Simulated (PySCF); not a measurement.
Molecule: Al(OH2)6, H12AlO6 (cation, charge +3), singlet. Atoms near the plane z = 0.8 Å, at the GFN2-xTB optimised geometry (x, y, z in Å): Al1 (0.0, 0.0, 0.0), O2 (-1.9, 0.0, 0.0), H4 (-2.5, 0.0, 0.8), O5 (1.9, 0.0, 0.0), H7 (2.5, 0.0, 0.8), O8 (0.0, 1.9, 0.0), H9 (-0.8, 2.5, 0.0), H10 (0.8, 2.5, 0.0), O11 (0.0, 0.0, 1.9), O17 (0.0, -1.9, 0.0), H18 (-0.8, -2.5, 0.0), H19 (0.8, -2.5, 0.0).

Method: B3LYP/def2-SVP run with PySCF. The values are rescaled to run from 0 to 1.

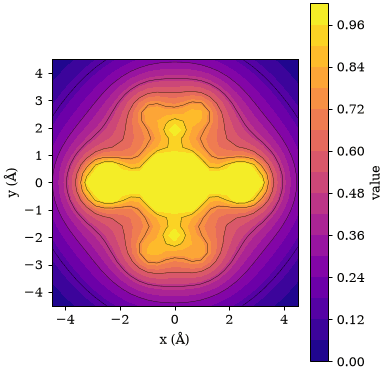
a field on the plane z = 0.8 Å.

**Question.** Which quantity is mapped?
A) deformation density (molecule minus spherical neutral atoms)
B) electron localisation function
C) electrostatic potential
D) Laplacian of the electron density

**Answer.** C, electrostatic potential. In full: electrostatic potential (hartree/e), clipped to [0.25, 0.65].
